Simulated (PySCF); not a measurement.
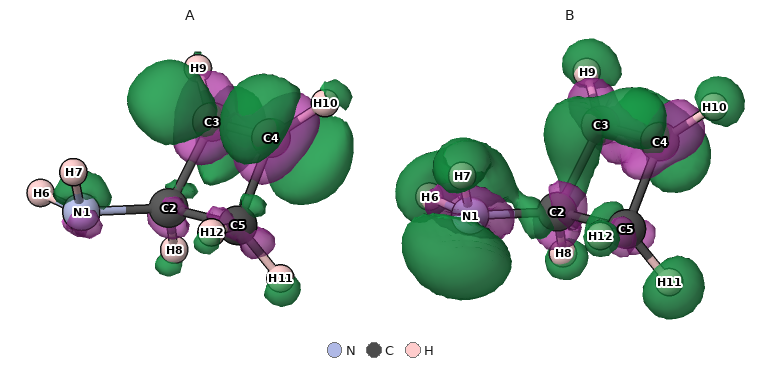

Figure. C₄H₇N, SMILES `NC1C=CC1`. The two Fukui functions at ±0.03 e/Å³ (green positive, purple negative).

PySCF calculation, BP86/cc-pVDZ, gas phase; geometry: GFN2-xTB. No frequency check shows the geometry to be a minimum.

Input script:

```python
import numpy as np
from pyscf import gto, scf, dft
from pyscf.scf import atom_ks, atom_hf
from scipy.linalg import block_diag

def solve(mol, dm0=None, hcore=None):
    mf = (dft.UKS if mol.spin else dft.RKS)(mol, xc='bp86')
    mf.grids.level = 3
    mf = mf.density_fit(auxbasis='def2-universal-jkfit')
    mf.conv_tol, mf.max_cycle = 1e-8, 80
    if hcore is not None:
        mf.get_hcore = lambda *args: hcore
    mf.kernel(dm0)
    if not mf.converged:
        mf = mf.newton().run(mf.mo_coeff, mf.mo_occ, max_cycle=30)
    assert mf.converged, 'SCF not converged'
    return mf

mol = gto.M(atom='''
N     -1.73469    -0.08566     0.26231
C     -0.49142     0.00240    -0.46736
C      0.53848     1.04963    -0.07700
C      1.45596     0.14862     0.25641
C      0.58856    -1.03932    -0.05573
H     -2.34251     0.68970     0.02055
H     -1.55633    -0.04207     1.26073
H     -0.72493    -0.01190    -1.53582
H      0.50261     2.12478    -0.07474
H      2.46986     0.20632     0.61088
H      0.94034    -1.68762    -0.85636
H      0.30440    -1.64751     0.80064
''', basis='cc-pvdz', charge=0, spin=0, verbose=4)
mf = solve(mol)
out = dict(e0=mf.e_tot, dm0=mf.make_rdm1(), c=mf.mo_coeff, occ=mf.mo_occ, eps=mf.mo_energy)
for name, dq, spin in [('cation', 1, 1), ('anion', -1, 1)]:
    ion = mol.copy().set(charge=mol.charge + dq, spin=spin).build()
    mi = solve(ion)
    if spin and dq > 0 and mol.nao < 130:
        c, _, stable, _ = mi.stability(return_status=True)
        if not stable:
            mi = solve(ion, mi.make_rdm1(c, mi.mo_occ))
    print(name, 'vertical energy change / eV', (mi.e_tot - mf.e_tot) * 27.211386)
    out.update({'e_' + name: mi.e_tot, 'dm_' + name: mi.make_rdm1(), 's2_' + name: mi.spin_square()[0], 'eps_' + name: mi.mo_energy, 'occ_' + name: mi.mo_occ})
# spherically averaged free atoms, for the promolecule
atm = atom_ks.get_atm_nrks(mol, xc='bp86')
pro = block_diag(*[(atm[a[0]][2] * atm[a[0]][3]) @ atm[a[0]][2].T for a in mol._atom])
np.savez('result.npz', pro=pro, **out)
```

Command:

```sh
OMP_NUM_THREADS=1 python input.py
```

The run took 3.3 min on 1 thread of Intel(R) Xeon(R) 6975P-C (Granite Rapids), with other jobs on the host, peak memory 0.59 GiB.

Partitions, critical points and surface values were worked out afterwards from this run's density.

### Which panel is f⁻ (electron removed) and which f⁺ (electron added)?

A is f⁺, B is f⁻. f⁻ (Hirshfeld-condensed) is largest on N1 (0.24); the vertical ionisation energy is 8.47 eV. f⁺ (Hirshfeld-condensed) is largest on C4 (0.17), C3 (0.15) and H6 (0.12); the vertical electron affinity is −2.45 eV (the stability of the anion's solution wasn't checked; negative, but this basis has no diffuse functions, so it doesn't show that the anion is unbound).

### What chemical potential and hardness follow from the two energies?

μ = −(I + A)/2 = −3.01 eV and η = I − A = 10.92 eV.
